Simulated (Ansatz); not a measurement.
**SbAs (model cell, started as rocksalt type): following an unstable mode**

Wanted: the energy along a soft mode of SbAs (model cell, started as rocksalt type) and the structure at the end.

Program: Ansatz 0.2.0. Level of theory: DFT PBEsol, scalar-relativistic, plane waves, PAW. Results are calculated unless marked as measured.

The structure was built from a prototype and need not be the compound's stable phase.

## (1) Set-up

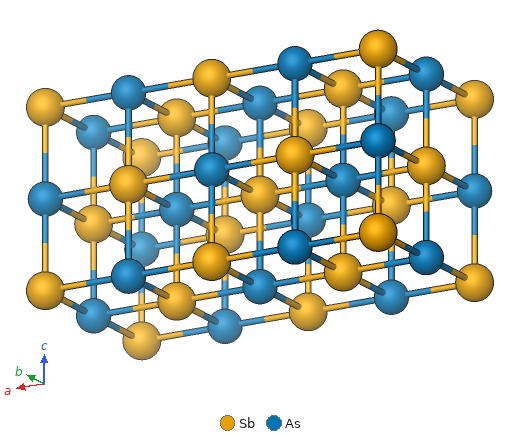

Start, viewed from a free direction; antimony orange, arsenic blue. 2×1×1 cells are drawn. This picture shows the conventional cell, with its axes. Some periodic images of atoms are drawn too.

Coordinates:

```cif
data_structure
_symmetry_space_group_name_H-M 'Fm-3m'
_symmetry_Int_Tables_number 225
_cell_length_a 5.7626
_cell_length_b 5.7626
_cell_length_c 5.7626
_cell_angle_alpha 90.000
_cell_angle_beta 90.000
_cell_angle_gamma 90.000
_cell_volume 191.36
loop_
_atom_site_label
_atom_site_type_symbol
_atom_site_symmetry_multiplicity
_atom_site_Wyckoff_symbol
_atom_site_fract_x
_atom_site_fract_y
_atom_site_fract_z
_atom_site_occupancy
Sb1 Sb 4 a 0.00000 0.00000 0.00000 1
As1 As 4 b 0.50000 0.00000 0.00000 1
```

## (2) The dispersion

The cell comes from relaxations at this level that are not shown. Stability and thermal properties need the whole zone. Linear response on a 4×4×4 q mesh gives force constants as far as a supercell of that size would.

input.yaml

```yaml
crystal:
  lattice:
    - [0.0, 2.8813061903, 2.8813061903]
    - [2.8813061903, 0.0, 2.8813061903]
    - [2.8813061903, 2.8813061903, 0.0]
  atoms:
    - { symbol: Sb, position: [0.0, 0.0, 0.0] }
    - { symbol: As, position: [0.5, 0.5, 0.5] }
kpoints:
  mp_grid: { grid: [12, 12, 12] }
hamiltonian:
  xc: pbesol
scf:
  occupations: { method: methfessel_paxton, width: 0.2 }
output:
  eigenvalues: true
phonons:
  method: dfpt
  qmesh: [4, 4, 4]
  temperatures: { t_max: 1000, t_step: 50 }
  qpath:
    path:
      - [[0.0, 0.0, 0.0], [0.5, 0.0, 0.5], [0.625, 0.25, 0.625]]
      - [[0.375, 0.375, 0.75], [0.0, 0.0, 0.0], [0.5, 0.5, 0.5], [0.5, 0.25, 0.75], [0.5, 0.0, 0.5]]
    npoints: 10
```

Run with:

```
$ ansatz run input.yaml --threads 4 --pin off --max-ram 7168MiB --backend cpu --events-out ev --progress --plain --runs-dir out
```

Numbers of over 12 decimals in the logs are rounded to 6 here.

The program printed:

```text
Engine: ansatz 0.2.0, aarch64-unknown-linux-gnu
Pseudopotentials: kind: paw
Pseudopotential: Sb, paw, valence charge 15, recommended cutoff 420 eV (normal), Sb.paw.azcp
Pseudopotential: As, paw, valence charge 15, recommended cutoff 420 eV (normal), As.paw.azcp
Functional definition: PBEsol
  exchange = pbesol_x
  correlation = pbesol_c
Crystal: 2 atoms, lattice volume = 47.841 Å³
Basis set: ecut = 420 eV, 941 PW (Γ), exchange–correlation on 60×60×60 points (8 copies of the dense FFT grid, shifted against one another)
Bands: 19, of which v1, the nominal top of the filled ones, is band 15 counted from 1 (14 counted from 0)
Symmetry: 48 space group operations
k-points: 72 of 1728
Non-local potential: Sb, projectors of the file, l = 0: 2, l = 1: 2, l = 2: 2, l = 3: 2
Non-local potential: As, projectors of the file, l = 0: 2, l = 1: 2, l = 2: 3, l = 3: 1
PAW form: soft (Blöchl's): semilocal exchange-correlation on the pseudo side does not see the compensation charge
PAW frozen core: Sb, regenerated for the run's functional, and the local potential with it (the file was generated under x = pbe(κ = 0.804, μ = 0.219515), c = pbe(β = 0.066725))
PAW frozen core: As, regenerated for the run's functional, and the local potential with it (the file was generated under x = pbe(κ = 0.804, μ = 0.219515), c = pbe(β = 0.066725))
PAW one-centre angular grid: Sb, 590 points (default); XC on 64 Gauss nodes
PAW one-centre angular grid: As, 590 points (default); XC on 64 Gauss nodes
Initial density: superposition of atomic densities (neutral atoms: chi_scale 0, normalization atom), corrected by the library's trained network
Initial wavefunctions: pseudopotential atomic-orbital guess
Functional: x = pbesol(κ = 0.804, μ = 0.123457), c = pbesol(β = 0.046)
SCF iter   1: F=—  HF=-11221.049688 eV  |F-HF|=—  |Δ(HF+E_count)|=         —  Δρ=2.78e-3  dr2=6.06e-3  ethr=1.77e-3  ⟨swp⟩=5.2  Hψ=6279  notcnv=0
preconditioner: auto → Kerker (q_TF=auto, 2.524 Å⁻¹)  [metal: Δε(μ)=0.076 eV  Ē_g=9.535 eV  σ=0.200 eV  W_gap=0.32  n_scr=14 (ndim 8)  ℏωp=17.0 eV  f_vac=0.000  D(μ)=0.96/eV (n_scr^D=8)]
SCF iter   2: F=—  HF=-11221.047002 eV  |F-HF|=—  |Δ(HF+E_count)|=   2.69e-3  S|Δr|=    0.00e0  Δρ=1.55e-3  dr2=1.28e-3  ethr=2.02e-5  ⟨swp⟩=2.6  Hψ=3035  notcnv=0
SCF iter   3: F=—  HF=-11221.046700 eV  |F-HF|=—  |Δ(HF+E_count)|=   3.02e-4  S|Δr|=    0.00e0  Δρ=4.50e-4  dr2=1.50e-4  ethr=4.28e-6  ⟨swp⟩=2.1  Hψ=1783  notcnv=0
SCF iter   4: F=—  HF=-11221.046689 eV  |F-HF|=—  |Δ(HF+E_count)|=   1.09e-5  S|Δr|=    0.00e0  Δρ=2.11e-4  dr2=2.23e-5  ethr=5.01e-7  ⟨swp⟩=2.1  Hψ=1701  notcnv=0
SCF iter   5: F=—  HF=-11221.046694 eV  |F-HF|=—  |Δ(HF+E_count)|=   4.84e-6  S|Δr|=    0.00e0  Δρ=6.40e-5  dr2=2.60e-6  ethr=7.44e-8  ⟨swp⟩=2.1  Hψ=2036  notcnv=0
SCF iter   6: F=—  HF=-11221.046693 eV  |F-HF|=—  |Δ(HF+E_count)|=   7.55e-7  S|Δr|=    0.00e0  Δρ=3.32e-5  dr2=2.70e-7  ethr=8.67e-9  ⟨swp⟩=2.0  Hψ=2094  notcnv=0
SCF iter   7: F=—  HF=-11221.046693 eV  |F-HF|=—  |Δ(HF+E_count)|=   2.95e-7  S|Δr|=    0.00e0  Δρ=6.12e-6  dr2=1.50e-8  ethr=8.98e-10  ⟨swp⟩=2.0  Hψ=2454  notcnv=0
SCF iter   8: F=—  HF=-11221.046693 eV  |F-HF|=—  |Δ(HF+E_count)|=   2.73e-9  S|Δr|=    0.00e0  Δρ=1.30e-6  dr2=6.55e-10  ethr=5.00e-11  ⟨swp⟩=2.9  Hψ=2138  notcnv=0
SCF iter   9: F=-11221.046693 eV  HF=-11221.046693 eV  |F-HF|=1.82e-12  |Δ(HF+E_count)|=  1.09e-10  S|Δr|=    0.00e0  Δρ=1.27e-7  dr2=5.68e-12  ethr=1.00e-12  ⟨swp⟩=4.3  Hψ=6597  notcnv=0
SCF 1 converged in 9 iterations: F = -11221.046693 eV  dr2 = 5.68e-12
  greatest PAW one-centre occupation: 0.999 electrons in one spin orbital (limit 2), on the As atom at site 1 (counted from 0), in its partial waves of l = 2
Initial density: read from a saved state, or passed on in memory by an earlier SCF of this step, an earlier step, the calling program or the single point that the run made first
iter 1 solved again at ethr=1.48e-7 eV; its pass at ethr=3.10e-3 eV (dr2=4.45e-5 eV) is discarded
SCF iter   1: F=—  HF=-11221.046693 eV  |F-HF|=—  |Δ(HF+E_count)|=         —  Δρ=7.81e-7  dr2=1.19e-10  ethr=1.48e-7  ⟨swp⟩=2.9  Hψ=9554  notcnv=0
eigensolver tolerance schedule: the retry pair's looser diagonalisation over-reported the residual by 373854.07 of it (diagonalisation noise at an unbounded share of the residual, at the tolerance the schedule requests for it); recorded, not acted on — ethr = c·dr2/N_el stays at c = 1.0e-1
preconditioner: auto → Kerker (q_TF=auto, 2.524 Å⁻¹)  [metal: Δε(μ)=0.060 eV  Ē_g=9.538 eV  σ=0.200 eV  W_gap=0.25  n_scr=14 (ndim 8)  ℏωp=17.0 eV  f_vac=0.000  D(μ)=0.95/eV (n_scr^D=8)]
SCF iter   2: F=—  HF=-11221.046693 eV  |F-HF|=—  |Δ(HF+E_count)|=   3.28e-7  S|Δr|=    0.00e0  Δρ=4.03e-7  dr2=3.23e-11  ethr=1.00e-12  ⟨swp⟩=4.1  Hψ=3561  notcnv=0
SCF iter   3: F=—  HF=-11221.046693 eV  |F-HF|=—  |Δ(HF+E_count)|=  2.36e-11  S|Δr|=    0.00e0  Δρ=2.63e-7  dr2=1.37e-11  ethr=1.00e-12  ⟨swp⟩=3.1  Hψ=3350  notcnv=0
SCF iter   4: F=-11221.046693 eV  HF=-11221.046693 eV  |F-HF|=1.82e-12  |Δ(HF+E_count)|=  5.46e-12  S|Δr|=    0.00e0  Δρ=1.34e-7  dr2=3.38e-12  ethr=1.00e-12  ⟨swp⟩=2.0  Hψ=2736  notcnv=0
SCF 2 converged in 4 iterations: F = -11221.046693 eV  dr2 = 3.38e-12
phonons: the bands overlap, so this run is a metal and interpolates without the dipole-dipole term. If the crystal is really an insulator or semiconductor, its LO-TO splitting is missing
NSCF: frozen V_eff on 72 k-points
NSCF: frozen V_eff on 163 k-points
DFPT response loops at q = (0, 0, 0) (fractional): preconditioner auto → Kerker (q_TF=auto, 2.524 Å⁻¹) (partly filled bands, converged f_vac=0.000); β = 1.00, the filter's whole step (`scf.mixing.beta` (0.50) is not read by the response loops under this deck's `scf.mixing.preconditioner`; to damp them name `kerker` or `kerker_dos`, under which they read `scf.mixing.beta`, and type it under 1.00, their step now; both keys bind the ground state too); Broyden in place of MSR1
NSCF: frozen V_eff on 1872 k-points
DFPT response loops at q = (0, 0, 0.25) (fractional): mixed as the last ones told, above
NSCF: frozen V_eff on 952 k-points
DFPT response loops at q = (0, 0, -0.5) (fractional): mixed as the last ones told, above
NSCF: frozen V_eff on 1020 k-points
DFPT response loops at q = (0, 0.25, 0.25) (fractional): mixed as the last ones told, above
NSCF: frozen V_eff on 3456 k-points
DFPT response loops at q = (0, 0.25, -0.5) (fractional): mixed as the last ones told, above
NSCF: frozen V_eff on 1872 k-points
DFPT response loops at q = (0, 0.25, -0.25) (fractional): mixed as the last ones told, above
NSCF: frozen V_eff on 560 k-points
DFPT response loops at q = (0, -0.5, -0.5) (fractional): mixed as the last ones told, above
NSCF: frozen V_eff on 1020 k-points
DFPT response loops at q = (0.25, -0.5, -0.25) (fractional): mixed as the last ones told, above
SCF converged after 9 iterations
Stability not checked: this state was not tested for a lower state beside it, because cold or Methfessel-Paxton smearing, or corrected tetrahedra, fill the levels in a way that the test cannot read (fill_not_monotonic; see scf.lower_state_search)
Free energy (F): -11221.046693 eV
Harris-Foulkes:  -11221.046693 eV  (|F-HF|=1.82e-12)
Internal energy: -11221.045452 eV  (E = F + TS)
E sigma→0 (E₀):  -11221.046383 eV
Entropy (-TS):   -0.001241 eV (-0.620 meV/atom)
Fermi energy:    11.147655 eV
--- Per-component energies (eV) ---
  E_band       = -373.720881
  E_kinetic    = 310.526527
  E_local      = -3117.113778  (includes V_loc(G=0)·N_el)
  E_nonlocal   = -304.512557
  E_hartree    = 1587.714708
  E_xc         = -216.718205
  E_vxc        = -176.529579  (∫ρ·V_xc dr)
  E_paw        = -6291.806342  (= ΣΔE_a)
  E_vpaw       = -261.521039  (= ΣTr[D̂ρ^β])
  E_aug_tail   = 0.000005  (compensation charges beyond the density's cutoff)
  E_ewald      = -3190.434096
  E_core_change = 1.298286  (= ΣΔE_core)
  E_smearing   = -0.001241  (= −TS)
  E_closure    = 0.000000  (closes the sum)
  Σ components = -11221.046693   (vs F -11221.046693, Δ=0.00e0)
--- Band table (eV; the first three rows and the last of 72) ---
  k-point 0: bands = [... 11 lower, 6.3765, 9.2932, 9.2932, 9.2932, 14.9349, 14.9349, 14.9349, 16.4399]
  k-point 1: bands = [... 11 lower, 5.9214, 9.3054, 9.3054, 9.5756, 14.5052, 14.5052, 14.6024, 16.3527]
  k-point 2: bands = [... 11 lower, 4.9197, 9.3516, 9.3516, 10.0657, 13.6257, 13.6257, 13.9019, 16.4143]
  k-point 71: bands = [... 11 lower, 1.8662, 5.6467, 5.6467, 11.1572, 11.6003, 16.5979, 16.5979, 18.1647]
--- Phonons (Γ-DFPT): 2 representative perturbations + reference (Σ response iterations 6) ---
  ASR residual: 1.381e-5 → 0.000e0 eV/Å²; symmetrization residual: 1.355e-5 eV/Å²
  ASR residual per site (eV/Å²): 1.38e-5 9.80e-6
  Γ frequencies (cm⁻¹): -143.38 -143.38 -143.38 0.00 0.00 0.00
--- Phonons (arbitrary-q DFPT): 8 irreducible q on the 4×4×4 mesh ---
  q = [0.0000, 0.0000, 0.0000] (star 1, of the zone-centre solve; hermiticity 7.73e-6, symmetrization 4.82e-12): -143.38 -143.38 -143.38 -0.00 0.00 0.00
  q = [0.0000, 0.0000, 0.2500] (star 8, 2 solved perturbations on 936 of 1728 k-point pairs; hermiticity 1.01e-5, symmetrization 3.86e-12): 68.05 68.05 89.96 139.23 139.23 162.58
  q = [0.0000, 0.0000, -0.5000] (star 4, 2 solved perturbations on 476 of 1728 k-point pairs; hermiticity 1.35e-13, symmetrization 1.26e-12): 108.99 108.99 145.93 147.19 147.19 163.68
  q = [0.0000, 0.2500, 0.2500] (star 6, 4 solved perturbations in 1608 linear systems a pass and spin channel, the states on 510 of 1728 k-point pairs; hermiticity 5.79e-6, symmetrization 1.34e-12): 34.60 34.60 62.83 62.83 115.36 142.28
  q = [0.0000, 0.2500, -0.5000] (star 24, 4 solved perturbations in 5328 linear systems a pass and spin channel, the states on 1728 of 1728 k-point pairs; hermiticity 6.88e-6, symmetrization 2.72e-12): 77.34 80.42 97.40 118.72 126.85 143.66
  q = [0.0000, 0.2500, -0.2500] (star 12, 4 solved perturbations in 2892 linear systems a pass and spin channel, the states on 936 of 1728 k-point pairs; hermiticity 6.34e-6, symmetrization 4.63e-12): 55.02 62.63 103.74 130.88 137.38 152.38
  q = [0.0000, -0.5000, -0.5000] (star 3, 4 solved perturbations in 886 linear systems a pass and spin channel, the states on 280 of 1728 k-point pairs; hermiticity 1.34e-5, symmetrization 2.92e-12): 42.60 42.60 61.96 88.99 100.77 100.77
  q = [0.2500, -0.5000, -0.2500] (star 6, 4 solved perturbations in 1544 linear systems a pass and spin channel, the states on 510 of 1728 k-point pairs; hermiticity 6.08e-6, symmetrization 1.47e-12): 61.87 61.87 96.04 96.04 115.53 143.08
  sum rule: each row above includes the acoustic sum rule's correction from the zone centre's row sums; it moved no ω² by more than (0.19 cm⁻¹)²
  mesh force constants: q→R imaginary residual 2.15e-18; ASR residual 1.381e-5 → 0.000e0 eV/Å²; symmetrization residual 3.553e-15 eV/Å²
  interpolated dispersion: 62 rows × 6 modes
  density of states and harmonic sums: on the 20×20×20 q-mesh, interpolated from the force constants of a 4×4×4 supercell (no non-analytic term)
  largest difference from the sums on the solved wave vectors: F 6.63e-3 eV, S 9.21e-6 and C_V 3.67e-6 eV/K
  zero-point energy: 0.038000 eV/cell   skipped modes (ω ≤ 0): 38, of them read as no rigid motion or as one in doubt: 35 (6.338e-2 modes/cell left out, lowest -143.38 cm⁻¹)   left out of the sums: 1.06e-2 of the cell's modes: C_V's classical limit lies that fraction below 3 k_B per atom; for a crystal, a wire or a layer, F and S can be off by more, and a phonons.interpolated_qmesh denser along its periods is the remedy for the sampling
```

Wall time 5.1 min (4 threads of Arm Neoverse V2, shared host); peak memory 3.7 GiB.

In the SCF lines HF is the Harris–Foulkes energy and dr2 the Hartree energy of the density residual, in eV; the loop may stop once dr2 is under the threshold and the program's other checks hold. Hψ counts applications of the Hamiltonian.

This step gave:

```
volume per atom                                         : 23.92 Å³
gap on the k-mesh                                       : 0 eV
sum-rule residual before enforcement                    : 1.38e-5 eV/Å²
lowest frequency on the path                            : -143.4 cm⁻¹
point group                                             : m-3m
highest frequency on the path or at a solved wavevector : 184.4 cm⁻¹
highest optical mode at the zone centre (no LO-TO term) : -143.4 cm⁻¹
lowest optical zone-centre mode                         : -143.4 cm⁻¹
lowest mode on the q mesh (acoustic modes at Γ apart)   : -143.4 cm⁻¹
```

Frequencies (cm⁻¹) solved at each irreducible wavevector; negative means imaginary. Frequencies by wavevector, by row:

```tsv
q in reciprocal lattice units	star	mode 1	mode 2	mode 3	mode 4	mode 5	mode 6
0 0 0	1	-143.4	-143.4	-143.4	0	0	0
0 0 0.25	8	68	68	90	139.2	139.2	162.6
0 0 -0.5	4	109	109	145.9	147.2	147.2	163.7
0 0.25 0.25	6	34.6	34.6	62.8	62.8	115.4	142.3
0 0.25 -0.5	24	77.3	80.4	97.4	118.7	126.8	143.7
0 0.25 -0.25	12	55	62.6	103.7	130.9	137.4	152.4
0 -0.5 -0.5	3	42.6	42.6	62	89	100.8	100.8
0.25 -0.5 -0.25	6	61.9	61.9	96	96	115.5	143.1
```

Interpolated from a 4×4×4 q mesh. The phonon branches at the labelled points (cm⁻¹):

```tsv
point	branch 1	branch 2	branch 3	branch 4	branch 5	branch 6
Γ	-143	-143	-143	0	0	0
X	43	43	62	89	101	101
U	66	68	84	86	126	150
jump to K	66	68	84	86	126	150
Γ	-143	-143	-143	0	0	0
L	109	109	146	147	147	164
W	62	62	96	96	116	143
X	43	43	62	89	101	101
```

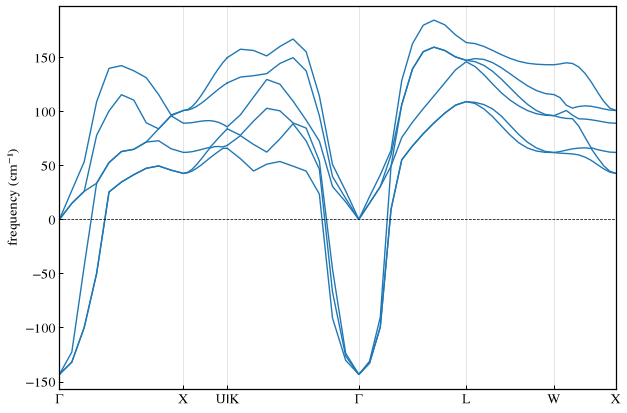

Phonon branches along the path.

Symmetry leaves 8 wavevectors to solve. The lowest mode among them, the acoustic zeros apart, lies at Γ and is imaginary, 143.4i cm⁻¹, so the energy falls along it.

## (3) The mode frozen in, largest atomic shift 0 Å

The mode followed lies at Γ with frequency 143.4i cm⁻¹ and is 3-fold degenerate, the softest among the wavevectors solved. At small amplitude the distorted cell has space group no. 107 by a symmetry search on the positions. The undistorted cell that holds it gives the zero of energy on the same k mesh.

input.yaml, the sections that differ from step 2:

```yaml
output:
  forces: true
  stress: true
  eigenvalues: true
# crystal, kpoints, hamiltonian, scf: as in step 2
# phonons: removed
```

The program printed:

```text
[...]
Crystal: 2 atoms, lattice volume = 47.841 Å³
Basis set: ecut = 420 eV, 941 PW (Γ), exchange–correlation on 60×60×60 points (8 copies of the dense FFT grid, shifted against one another)
Bands: 19, of which v1, the nominal top of the filled ones, is band 15 counted from 1 (14 counted from 0)
Symmetry: 48 space group operations
[...]
k-points: 72 of 1728
[...]
--- Band table (eV; the first three rows and the last of 72) ---
  k-point 0: bands = [... 11 lower, 6.3766, 9.2933, 9.2933, 9.2933, 14.9350, 14.9350, 14.9350, 16.4399]
  k-point 1: bands = [... 11 lower, 5.9215, 9.3055, 9.3055, 9.5757, 14.5052, 14.5052, 14.6024, 16.3527]
  k-point 2: bands = [... 11 lower, 4.9198, 9.3517, 9.3517, 10.0657, 13.6258, 13.6258, 13.9019, 16.4144]
  k-point 71: bands = [... 11 lower, 1.8663, 5.6468, 5.6468, 11.1572, 11.6004, 16.5979, 16.5979, 18.1648]
[key lines of the parts left out:]
SCF converged after 7 iterations
Free energy (F): -11221.046693 eV
Fermi energy:    11.147697 eV
P = ⅓ Tr σ = 0.0001 GPa (0.001 kbar)
```

Elapsed: 0.87 s, on 4 threads; peak memory 0.38 GiB.

This step gave:

```yaml
pressure: 8.35e-5 GPa
energy_from_the_undistorted_cell: 0 meV/atom
```

The run ends at a pressure of 0.00 GPa.

## (4) The mode frozen in, largest atomic shift 0.14 Å

The atoms are moved along the unstable eigenvector, the largest shift by 0.14 Å, with the cell fixed.

input.yaml, the sections that differ from step 3:

```yaml
crystal:
  lattice:
    - [0.0, 2.8813061903, 2.8813061903]
    - [2.8813061903, 0.0, 2.8813061903]
    - [2.8813061903, 2.8813061903, 0.0]
  atoms:
    - { symbol: Sb, position: [0.0149489608, -0.0149489608, 0.0149489608] }
    - { symbol: As, position: [0.4757054629, 0.5242945371, 0.4757054629] }
# kpoints, hamiltonian, scf, output: as in step 3
```

The program printed:

```text
[...]
Crystal: 2 atoms, lattice volume = 47.841 Å³
Basis set: ecut = 420 eV, 941 PW (Γ), exchange–correlation on 60×60×60 points (8 copies of the dense FFT grid, shifted against one another)
Bands: 19, of which v1, the nominal top of the filled ones, is band 15 counted from 1 (14 counted from 0)
Symmetry: 8 space group operations
[...]
k-points: 163 of 1728 (time reversal used)
[...]
--- Band table (eV; the first three rows and the last of 163) ---
  k-point 0: bands = [... 11 lower, 6.4373, 9.1065, 9.3820, 9.3820, 14.4385, 14.4385, 15.1185, 16.4822]
  k-point 1: bands = [... 11 lower, 5.9746, 9.1654, 9.3884, 9.6070, 14.1608, 14.2271, 14.7415, 16.4640]
  k-point 2: bands = [... 11 lower, 4.9636, 9.2064, 9.4183, 10.0559, 13.4641, 13.7055, 13.9363, 16.4385]
  k-point 162: bands = [... 11 lower, 2.6959, 5.2574, 7.1047, 7.1047, 13.2786, 17.0805, 17.0805, 19.0845]
[key lines of the parts left out:]
SCF converged after 7 iterations
Free energy (F): -11221.084675 eV
Fermi energy:    11.201557 eV
P = ⅓ Tr σ = 1.5876 GPa (15.876 kbar)
```

Wall time 2.7 s (4 threads); peak memory 0.47 GiB.

Numbers from this step:

```yaml
pressure: 1.588 GPa
energy_from_the_undistorted_cell: -19.22 meV/atom
```

The energy, extrapolated to zero smearing, is -19.22 meV/atom against the undistorted cell.

The run ends at a pressure of 1.59 GPa, with forces up to 0.013 eV/Å.

## (5) Energy along the mode, all amplitudes (two of the runs are shown above)

An imaginary frequency means negative curvature, so the energy should fall and then rise again as anharmonic terms take over.

Numbers from this step:

```
depth at the lowest point sampled  : 19.22 meV/atom
largest atomic shift at that point : 0.14 Å
```

Energy from the parent against largest atomic shift:

```tsv
largest atomic shift (Å)	energy from the parent (meV/atom)
0.0000	0
0.0400	-3.51
0.0800	-11.7
0.1400	-19.2
0.2200	7.07
```

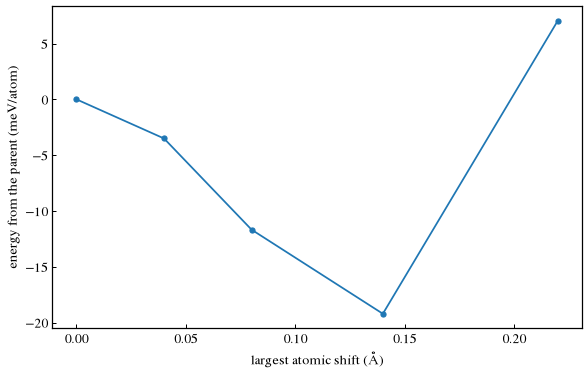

Energy from the parent against largest atomic shift.

Displacement at unit largest shift by atom:

```tsv
atom	x (Å)	y (Å)	z (Å)	size
Sb1	0.00	0.61	0.00	0.61
As2	0.00	-1.00	0.00	1.00
```

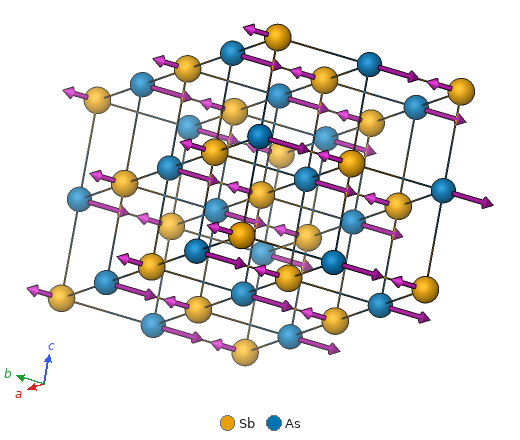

Displacement at unit largest shift as arrows, the longest 1 Å. 2×1×1 conventional cells are drawn. Some periodic images of atoms are drawn too.

The lowest of the steps tried is at 0.14 Å, 19.2 meV/atom below the parent; the bottom of the well need not coincide with a step.

(Part 1 of 2 ends here.)

[Logs are printed without paths, hosts, clocks, repeated set-up lines and the standing remarks that a program may print on its own settings, such as how far it seeks lower states.]

[Hosts, paths, dates, database ids (printed as entryN), source tags and the programs' standing remarks are cut or masked in the printed files.]
